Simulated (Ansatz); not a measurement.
## Breaking a bond in CH (SMILES [CH])

CH has 2 atoms, charge 0, and is taken as a doublet. SMILES: `[CH]`. The shape is that of a PBE0-D4/def2-TZVP optimisation.

```xyz
2

C     0.0000    0.0000   -0.0041
H     0.0000    0.0000    1.1184
```

The C1–H2 distance is scanned; the parts on either side stay rigid. Basis 3-21G, 1 core orbital frozen in the correlated methods; program Ansatz 0.2.0. FCI is exact within this basis and core. Energies in eV from each method's value at 1.114 Å; open shells run as named. The shape above is that at 1.122 Å.

```
distance (Å)  USVWN5   UPBE  UPBE0  UBHLYP  U-r2SCAN0  UCAM-B3LYP  U-wB97M-V    FCI
       1.114    0.00   0.00   0.00    0.00       0.00        0.00       0.00   0.00
       1.122   -0.01  -0.01   0.00    0.00       0.00        0.00      -0.01  -0.01
       1.393    0.33   0.37   0.47    0.57       0.54        0.49       0.49   0.39
       1.403    0.36   0.40   0.51    0.60       0.57        0.52       0.52   0.42
       1.672    1.19   1.24   1.43    1.59       1.50        1.48       1.48   1.15
       1.684    1.23   1.28   1.48    1.63       1.54        1.52       1.52   1.19
       2.229    2.82   2.80   2.86    2.83       2.69        2.86       2.98   2.31
       2.245    2.85   2.83   2.88    2.84       2.71        2.88       3.00   2.33
       2.786    3.49   3.30   3.22    3.14       3.05        3.23       3.35   2.69
       2.806    3.50   3.31   3.22    3.14       3.06        3.24       3.35   2.69
```

Departure from the FCI curve at its largest: USVWN5 +0.81 eV at 2.81 Å; UPBE +0.61 eV at 2.81 Å; UPBE0 +0.56 eV at 2.23 Å; UBHLYP +0.52 eV at 2.23 Å; U-r2SCAN0 +0.38 eV at 2.23 Å; UCAM-B3LYP +0.56 eV at 2.23 Å; U-wB97M-V +0.67 eV at 2.25 Å. For the functionals part of the departure is owed to the small basis.

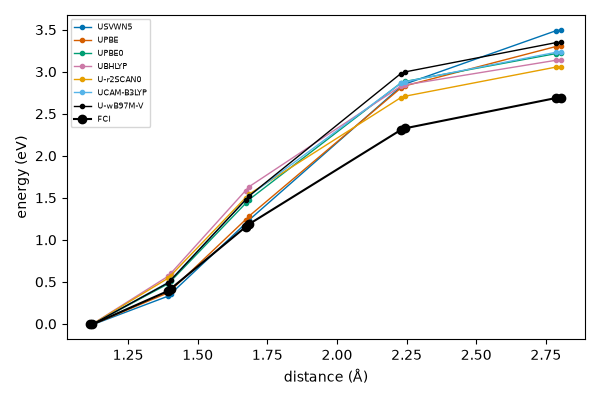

The curves of the table.
